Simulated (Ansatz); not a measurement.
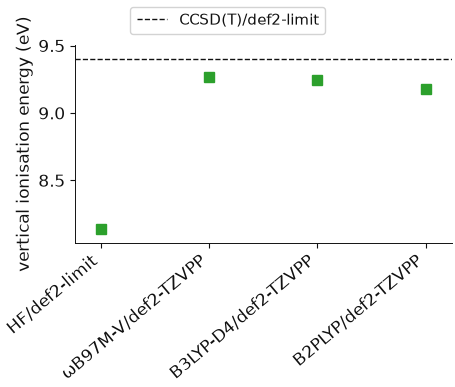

Vertical ionisation energy of C₂H₆S, SMILES CCS, taken as the energy of the cation less that of the neutral at fixed geometry (unrestricted doublet cation, cores frozen in correlated methods, no spin-orbit coupling), the Ansatz code 0.2.0, at a PBE0-D4/def2-TZVP geometry (a minimum by its frequencies). Limit means an estimate of the basis limit from triple and quadruple zeta; for coupled cluster it is either extrapolated directly or built as the MP2 limit plus the step from MP2 in triple zeta. B2PLYP/def2-TZVPP holds a correlation term that converges slowly with the basis, so part of the distance to the limit is basis error.

Question: Which level comes closest to the line (CCSD(T)/def2-limit), and which misses most?

Answer: Closest ωB97M-V/def2-TZVPP (9.27 eV), against 9.40 eV; farthest HF/def2-limit (8.14 eV).

Question: Give the values.

Answer:
| level | eV | less CCSD(T)/def2-limit |
| --- | --- | --- |
| HF/def2-limit | 8.14 | −1.27 |
| ωB97M-V/def2-TZVPP | 9.27 | −0.13 |
| B3LYP-D4/def2-TZVPP | 9.25 | −0.16 |
| B2PLYP/def2-TZVPP | 9.18 | −0.22 |
| CCSD(T)/def2-limit | 9.40 | 0.00 |
